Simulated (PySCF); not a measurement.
# HF-D3(BJ)/cc-pVTZ-DK (sfX2C) run of GaH2Cl (SMILES [H][Ga]([H])[Cl])

Aim: the vertical singlet–triplet gap of GaH2Cl at HF-D3(BJ)/cc-pVTZ-DK (sfX2C), from 2 runs. The job is set up through a Python script.

Program for the calculation: PySCF 2.14.0.

2 further runs of the same task are left out: 2 set aside as unsound or not needed.

## (1) The system as given

GaH2Cl has 4 atoms, charge 0, and is taken as a singlet. SMILES: `[H][Ga]([H])[Cl]`. The shape comes from GFN2-xTB, which is rough for such elements, and wasn't checked as a minimum.

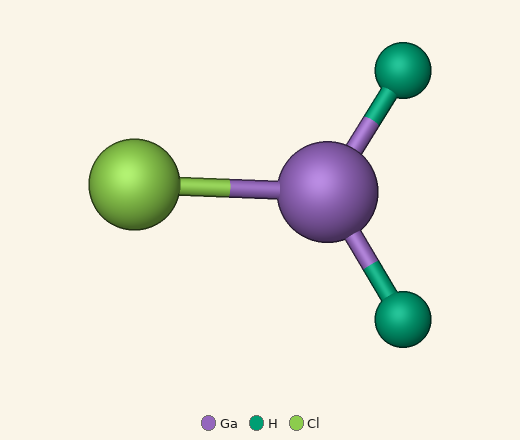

Viewed from a chosen angle; gallium purple, hydrogen teal, chlorine green.

## (2) A single-point energy at HF-D3(BJ)/cc-pVTZ-DK (sfX2C)

calc.py

```python
from pyscf import gto

molecule = gto.M(
    atom='Ga 0.057870 0.096670 -0.000620; H 1.622030 0.103190 0.012100; H -0.675260 1.478330 -0.019590; Cl -1.004640 -1.678190 0.008110',
    max_memory=1860,
    verbose=4,
    basis='cc-pvtz-dk',
)

hf = molecule.RHF()
hf = hf.sfx2c1e()
hf.disp = 'd3bj'
hf.kernel()

e_final = hf.e_tot
print(f'total energy: {e_final:.8f} hartree')
```

Launch:

```
$ OMP_NUM_THREADS=1 python calc.py
```

Standard output:

```text
PySCF version 2.14.0

[INPUT] num. atoms = 4
[INPUT] num. electrons = 50
[INPUT] charge = 0
[INPUT] spin (= nelec alpha-beta = 2S) = 0
[INPUT] symmetry False subgroup None
[INPUT] Mole.unit = angstrom
[INPUT] Symbol           X                Y                Z      unit          X                Y                Z       unit  Magmom
[INPUT]  1 Ga     0.057870000000   0.096670000000  -0.000620000000 AA    0.109358450829   0.182679824462  -0.001171630197 Bohr   0.0
[INPUT]  2 H      1.622030000000   0.103190000000   0.012100000000 AA    3.065192465828   0.195000838794   0.022865686107 Bohr   0.0
[INPUT]  3 H     -0.675260000000   1.478330000000  -0.019590000000 AA   -1.276056462874   2.793638821728  -0.037019734780 Bohr   0.0
[INPUT]  4 Cl    -1.004640000000  -1.678190000000   0.008110000000 AA   -1.898494453783  -3.171319484984   0.015325678870 Bohr   0.0

nuclear repulsion = 161.654819592774
number of shells = 31
number of NR pGTOs = 202
number of NR cGTOs = 105
basis = cc-pvtz-dk
ecp = {}

******** <class 'pyscf.x2c.sfx2c1e.sfX2C1eRHF'> ********
method = sfX2C1eRHF
initial guess = minao
damping factor = 0
level_shift factor = 0
DIIS = <class 'pyscf.scf.diis.CDIIS'>
diis_start_cycle = 1
diis_space = 8
diis_damp = 0
SCF conv_tol = 1e-09
SCF conv_tol_grad = None
SCF max_cycles = 50
direct_scf = True
direct_scf_tol = 1e-13

******** <class 'pyscf.x2c.sfx2c1e.SpinFreeX2CHelper'> ********
approx = 1e
xuncontract = 1
Set gradient conv threshold to 3.16228e-05
Initial guess from minao.
Calc dispersion correction with DFTD3.
Parameters: xc=hf, version=d3bj, atm=False
init E= -2404.32628581083
  HOMO = -0.308780515007725  LUMO = 0.0113481225757113  gap/eV = 8.71114
cycle= 1 E= -2404.32616490453  delta_E= 0.000121  |g|= 0.302  |ddm|= 1.23
  HOMO = -0.415462047937519  LUMO = 0.0165616290883168  gap/eV = 11.75596
cycle= 2 E= -2404.353423613  delta_E= -0.0273  |g|= 0.157  |ddm|= 0.425
  HOMO = -0.42097723040996  LUMO = 0.0350491391391294  gap/eV = 12.40911
cycle= 3 E= -2404.35823342467  delta_E= -0.00481  |g|= 0.0275  |ddm|= 0.162
  HOMO = -0.419591176145862  LUMO = 0.039078471287409  gap/eV = 12.48104
cycle= 4 E= -2404.35856459001  delta_E= -0.000331  |g|= 0.00779  |ddm|= 0.053
  HOMO = -0.419617468844166  LUMO = 0.0388006540744197  gap/eV = 12.47419
cycle= 5 E= -2404.35858679244  delta_E= -2.22e-05  |g|= 0.00183  |ddm|= 0.0118
  HOMO = -0.41988242258831  LUMO = 0.0385872330129935  gap/eV = 12.47559
cycle= 6 E= -2404.35858837893  delta_E= -1.59e-06  |g|= 0.00045  |ddm|= 0.00315
  HOMO = -0.419891961333647  LUMO = 0.0385932984581796  gap/eV = 12.47602
cycle= 7 E= -2404.3585885497  delta_E= -1.71e-07  |g|= 0.000113  |ddm|= 0.00094
  HOMO = -0.419896069410242  LUMO = 0.0385955394476349  gap/eV = 12.47619
cycle= 8 E= -2404.35858856077  delta_E= -1.11e-08  |g|= 2.45e-05  |ddm|= 0.000256
  HOMO = -0.419892878357959  LUMO = 0.0385980779987793  gap/eV = 12.47617
cycle= 9 E= -2404.35858856112  delta_E= -3.54e-10  |g|= 5.48e-06  |ddm|= 4.87e-05
  HOMO = -0.419893633082894  LUMO = 0.0385973990788715  gap/eV = 12.47618
Extra cycle  E= -2404.35858856114  delta_E= -1.46e-11  |g|= 2.25e-06  |ddm|= 7.11e-06
converged SCF energy = -2404.35858856114
total energy: -2404.35858856 hartree
```

Run time: 5.1 s. Hardware: 1 thread of Arm Neoverse N1, shared host; peak memory 0.25 GiB.

## (3) The triplet

input.py

```python
from pyscf import gto

mol = gto.M(
    atom='''
Ga   0.057870   0.096670  -0.000620
H    1.622030   0.103190   0.012100
H   -0.675260   1.478330  -0.019590
Cl  -1.004640  -1.678190   0.008110
''',
    max_memory=1860,
    charge=0,
    verbose=4,
    spin=2,
    basis='cc-pvtz-dk',
)

mf = mol.UHF()
mf = mf.x2c()
mf.disp = 'd3bj'
mf.kernel()
if not mf.converged:
    mf = mf.newton().run(mf.mo_coeff, mf.mo_occ)

etot = mf.e_tot
print('Final energy', etot)
```

Launch:

```
$ OMP_NUM_THREADS=1 python input.py
```

Standard output:

```text
PySCF version 2.14.0

[INPUT] num. atoms = 4
[INPUT] num. electrons = 50
[INPUT] charge = 0
[INPUT] spin (= nelec alpha-beta = 2S) = 2
[INPUT] symmetry False subgroup None
[INPUT] Mole.unit = angstrom
[INPUT] Symbol           X                Y                Z      unit          X                Y                Z       unit  Magmom
[INPUT]  1 Ga     0.057870000000   0.096670000000  -0.000620000000 AA    0.109358450829   0.182679824462  -0.001171630197 Bohr   0.0
[INPUT]  2 H      1.622030000000   0.103190000000   0.012100000000 AA    3.065192465828   0.195000838794   0.022865686107 Bohr   0.0
[INPUT]  3 H     -0.675260000000   1.478330000000  -0.019590000000 AA   -1.276056462874   2.793638821728  -0.037019734780 Bohr   0.0
[INPUT]  4 Cl    -1.004640000000  -1.678190000000   0.008110000000 AA   -1.898494453783  -3.171319484984   0.015325678870 Bohr   0.0

nuclear repulsion = 161.654819592774
number of shells = 31
number of NR pGTOs = 202
number of NR cGTOs = 105
basis = cc-pvtz-dk
ecp = {}

******** <class 'pyscf.x2c.sfx2c1e.sfX2C1eUHF'> ********
method = sfX2C1eUHF
initial guess = minao
damping factor = 0
level_shift factor = 0
DIIS = <class 'pyscf.scf.diis.CDIIS'>
diis_start_cycle = 1
diis_space = 8
diis_damp = 0
SCF conv_tol = 1e-09
SCF conv_tol_grad = None
SCF max_cycles = 50
direct_scf = True
direct_scf_tol = 1e-13
number electrons alpha = 26  beta = 24

******** <class 'pyscf.x2c.sfx2c1e.SpinFreeX2CHelper'> ********
approx = 1e
xuncontract = 1
Set gradient conv threshold to 3.16228e-05
Calc dispersion correction with DFTD3.
Parameters: xc=hf, version=d3bj, atm=False
init E= -2404.32628581083
[... the frontier-level lines of each cycle are left out ...]


cycle= 1 E= -2404.10422355174  delta_E= 0.222  |g|= 0.246  |ddm|= 1.15
cycle= 2 E= -2404.15032450362  delta_E= -0.0461  |g|= 0.138  |ddm|= 0.429
cycle= 3 E= -2404.1599673886  delta_E= -0.00964  |g|= 0.0358  |ddm|= 0.143
cycle= 4 E= -2404.16201402079  delta_E= -0.00205  |g|= 0.0154  |ddm|= 0.0733
cycle= 5 E= -2404.16254571437  delta_E= -0.000532  |g|= 0.00796  |ddm|= 0.0323
cycle= 6 E= -2404.16276397782  delta_E= -0.000218  |g|= 0.0045  |ddm|= 0.0205
cycle= 7 E= -2404.16285470215  delta_E= -9.07e-05  |g|= 0.00214  |ddm|= 0.0153
cycle= 8 E= -2404.16287708115  delta_E= -2.24e-05  |g|= 0.000802  |ddm|= 0.00847
cycle= 9 E= -2404.16287970733  delta_E= -2.63e-06  |g|= 0.00026  |ddm|= 0.003
cycle= 10 E= -2404.16287990327  delta_E= -1.96e-07  |g|= 9.96e-05  |ddm|= 0.000696
cycle= 11 E= -2404.16287993497  delta_E= -3.17e-08  |g|= 3.07e-05  |ddm|= 0.000373
cycle= 12 E= -2404.16287993732  delta_E= -2.35e-09  |g|= 1.2e-05  |ddm|= 0.000115
cycle= 13 E= -2404.16287993767  delta_E= -3.5e-10  |g|= 5.97e-06  |ddm|= 3.79e-05
Extra cycle  E= -2404.16287993777  delta_E= -1.01e-10  |g|= 4.46e-06  |ddm|= 1.98e-05
converged SCF energy = -2404.16287993777  <S^2> = 2.0484787  2S+1 = 3.0321469
Final energy -2404.162879937769
```

Wall time 6.9 s (1 thread of Arm Neoverse N1, shared host); peak memory 0.25 GiB.

## (4) Summary of results

Level: HF-D3(BJ)/cc-pVTZ-DK (sfX2C).

| quantity | value |
| --- | --- |
| singlet: total energy | -2404.35859 Eh |
| singlet: dipole moment | 1.27 D |
| singlet: HOMO energy | -11.43 eV |
| singlet: LUMO energy | 1.05 eV |
| singlet: HOMO–LUMO gap | 12.48 eV |
| singlet: dispersion energy | -48.77 kJ/mol |
| triplet: total energy | -2404.16288 Eh |
| triplet: dipole moment | 2.24 D |
| triplet: HOMO energy (highest over α and β) | -5.71 eV |
| triplet: LUMO energy (lowest over α and β) | -3.48 eV |
| triplet: dispersion energy | -48.77 kJ/mol |
| triplet: ⟨S²⟩ | 2.048 |
| vertical energy of the triplet above the singlet | 5.326 eV |

In words: At this shape the triplet lies 5.33 eV (514 kJ/mol) above the singlet. Mulliken charges (singlet) run from -0.30 on Cl4 to +0.59 on Ga1.
